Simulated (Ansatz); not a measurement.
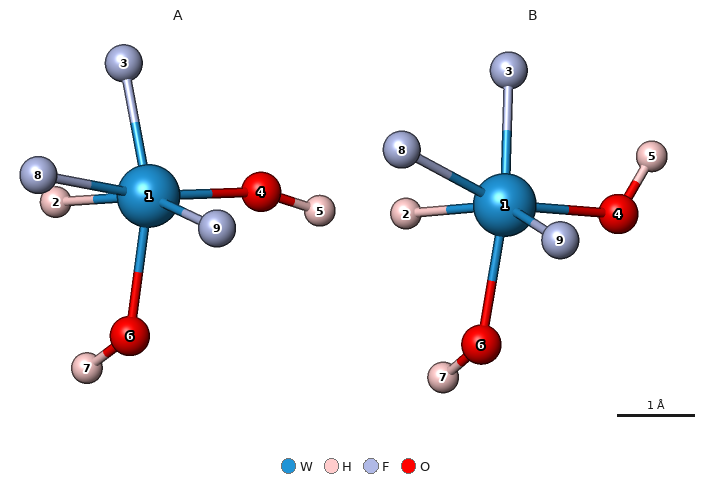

Two geometries of WH₃O₂F₃, drawn at one scale. One is the start of a relaxation, the other its converged end. A ball-and-stick model, seen at a tilt.

Computed with Ansatz 0.2.0, RKS PBE0-D4/def2-SVP. Settings: no spin polarisation; force threshold 0.03 eV/Å; at most 50 steps.

Question: Which one is relaxed?

Answer: Structure B is the relaxed one. The run prepares an end point of a later path (reaction) calculation, from a guessed geometry. Over 18 accepted moves (20 points after the start) the energy falls by 18.1 kJ/mol. Largest force component: 0.5 eV/Å at the start, 0.027 eV/Å at the end. The line search rejected the trial steps at points 8, 15 of the run. H5 moves most after the best rigid fit: 0.78 Å. By element the largest moves are H 0.78 Å, F 0.42 Å, O 0.29 Å, W 0.12 Å. Among the contacts that change: W1–O4 1.835 → 1.867 Å, W1–F3 1.849 → 1.880 Å, W1–F9 1.899 → 1.881 Å, O4–H5 0.958 → 0.967 Å. Among the angles between lasting bonds that change: W1–O4–H5 163.1° → 124.6°, O6–W1–F8 96.3° → 108.3°, O4–W1–F8 169.6° → 160.6°.
